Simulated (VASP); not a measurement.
Band structure of GaAs (zinc blende). Method: Hartree-Fock, VASP's PBE PAW potentials (set 64) (plane waves; VASP 6.6.1).

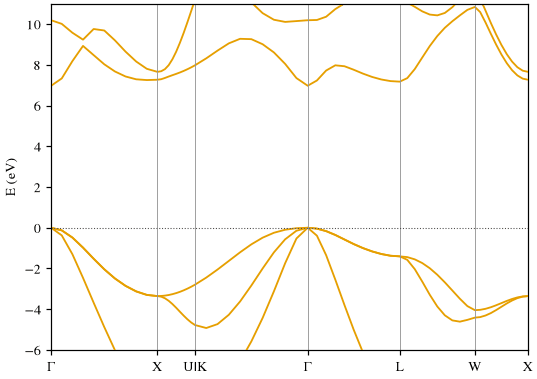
*Bands along high-symmetry lines, zero at the valence-band maximum or, without a gap, the Fermi level*

### Question
Read the plot: is there a gap, and where are the band edges?

### Answer
The gap is direct, 6.97 eV, from the valence maximum at Γ to the conduction minimum at Γ.

Measured: gap 1.57 eV (computed value off by +5.40 eV), as given by Wei Chen et al., Physical Review Materials (2018), doi:10.1103/physrevmaterials.2.073803 [zero-point renormalisation of 0.05 eV added back (the table's ZPR column)].

The compound is GaAs in the zinc blende structure. It was relaxed first, which changed the volume by +5 %. The cell's shape comes from a PBE relaxation.
